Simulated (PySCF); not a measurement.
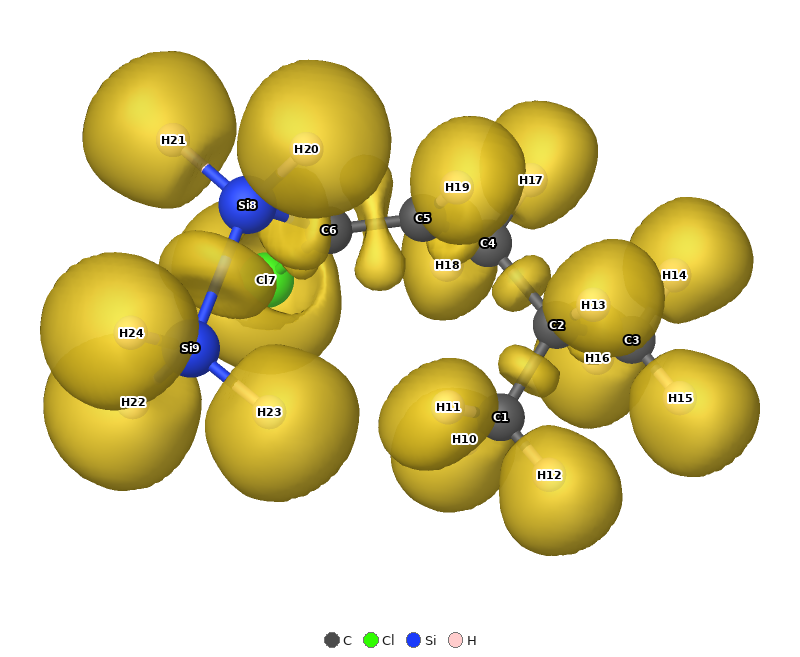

*C6H15ClSi2 (SMILES CC(C)C/C=C(\Cl)[SiH2][SiH3]). Isosurface of the electron localisation function at 0.8 (yellow), seen at a tilt. Core shells and regions of very low density are left out.*

Geometry: GFN2-xTB.

These are results of PySCF 2.14.0, PBE0/pcSseg-1, SCF density, gas phase, non-relativistic, not measurements.

Input file:

```
{"job": {"kind": "nmr", "xc": "PBE0", "basis": "pcSseg-1"}, "charge": 0, "multiplicity": 1}
C     -1.448704    -0.192991    -1.349337
C     -2.056121    -0.094252     0.047214
C     -3.407656    -0.802289     0.092517
C     -1.103043    -0.700408     1.091719
C      0.157323     0.091296     1.202724
C      1.383744    -0.277028     0.858537
Cl     1.676692    -1.870053     0.206262
Si     2.955120     0.774102     0.907439
Si     3.647993     1.186175    -1.261112
H     -1.288526    -1.234924    -1.618466
H     -0.491081     0.321866    -1.390061
H     -2.112426     0.253528    -2.086424
H     -2.206338     0.964181     0.290350
H     -3.869664    -0.693721     1.071543
H     -4.080271    -0.382247    -0.652286
H     -3.285831    -1.863546    -0.114134
H     -1.602982    -0.703872     2.064495
H     -0.877362    -1.731976     0.818393
H      0.045950     1.096406     1.588990
H      2.596977     1.974851     1.676715
H      3.916274     0.018310     1.719801
H      3.993142    -0.030846    -1.997924
H      2.610974     1.870300    -2.041291
H      4.834081     2.046900    -1.278792
```

Command:

```sh
OMP_NUM_THREADS=1 python probes_run.py task.json out
```

Where are the electrons localised?

The ELF exceeds this value in five regions between bonded C–C atoms (shared pairs), one region between bonded C–Cl atoms (shared pairs), one region between bonded C–Si atoms (shared pairs), one region between bonded Si–Si atoms (shared pairs), 15 regions around hydrogen nuclei and one ring or bowl of non-bonding electrons around Cl. Along the contacts the grid gives the following. C–C (1.33 Å): the ELF peaks at about 0.95 between the atoms; a multiple bond. C–Cl (1.75 Å): the ELF peaks at about 0.90 between the atoms; localised, covalent bonding.
